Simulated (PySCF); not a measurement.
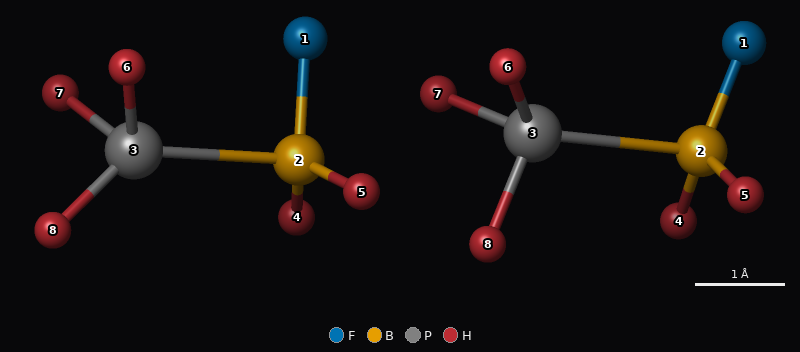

Two geometries of BPH5F, drawn at one scale. One is the start of a relaxation, the other its converged end. The picture is a ball-and-stick view, seen at a tilt.

Method: PBE0-D3(BJ)/def2-SVP geometry optimisation, gas phase in PySCF 2.14.0, density-fitted response routines. 

Question: Which geometry has the lower energy?

Answer: The right one is the relaxed one. The start comes from GFN2-xTB. After 7 geometry steps the energy has fallen by 22.0 kJ/mol. Largest force component: 0.85 eV/Å at the start, 0.02 eV/Å at the end. The largest move after the best rigid fit is that of F1, 0.47 Å. Largest moves by element: F 0.47 Å, H 0.45 Å, P 0.19 Å, B 0.11 Å. Some distances before and after: B2–P3 2.007 → 2.060 Å, B2–H4 1.186 → 1.227 Å, P3–H6 1.380 → 1.419 Å, P3–H8 1.388 → 1.415 Å. Among the angles between lasting bonds that change: B2–P3–H8 135.6° → 110.3°, F1–B2–P3 93.5° → 109.8°, B2–P3–H6 110.6° → 121.9°. The run took about 10 core-seconds on a shared host.
